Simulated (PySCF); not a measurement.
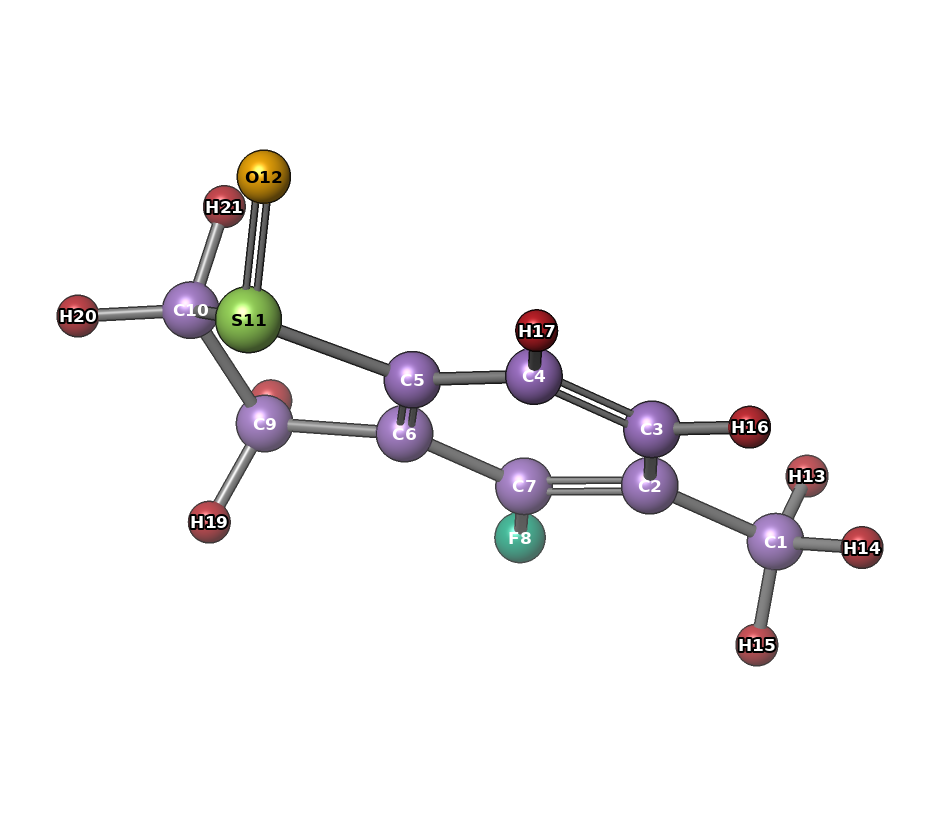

C10 lies behind S11. The molecule seen a little off the S11–C10 bond, S11 in front. Atoms fade into the background with distance from the viewer. The geometry was computed by an optimisation with PBE0-D3(BJ)/def2-SVP. No frequency run is at hand to confirm it as a minimum.

Question: What is the torsion angle O12–S11–C10–C9? The sign is positive where the front bond must turn clockwise to cover the back bond.

Answer: 142°, anticlinal.
